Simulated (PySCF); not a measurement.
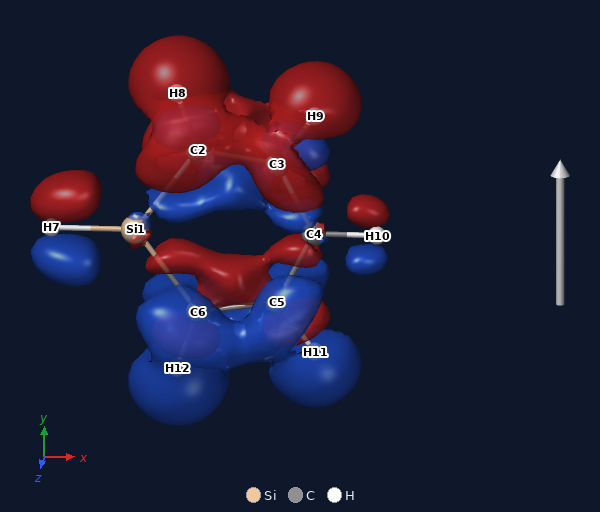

Figure. C5H6Si, SMILES `[SiH]1=CC=CC=C1`. Change of the electron density in a uniform field of 0.21 V/Å along +y (arrow), surfaces at ±0.0015 e/Å³ (blue: gain, red: loss).

Method: BP86/aug-cc-pVDZ; geometry: GFN2-xTB; program: PySCF. No frequency check shows the geometry to be a minimum.

The field was applied in both directions; the picture shows the one opposite to the script's first.

What dipole is induced, and what polarisability does it imply?

Answer. The induced dipole is 1.02 D (along the field); α along this axis, from the fields in both directions, is 100 bohr³ (14.9 Å³).

The PySCF run took 54 s on 1 thread of Intel(R) Xeon(R) 6975P-C (Granite Rapids) (shared host), peak memory 0.68 GiB.
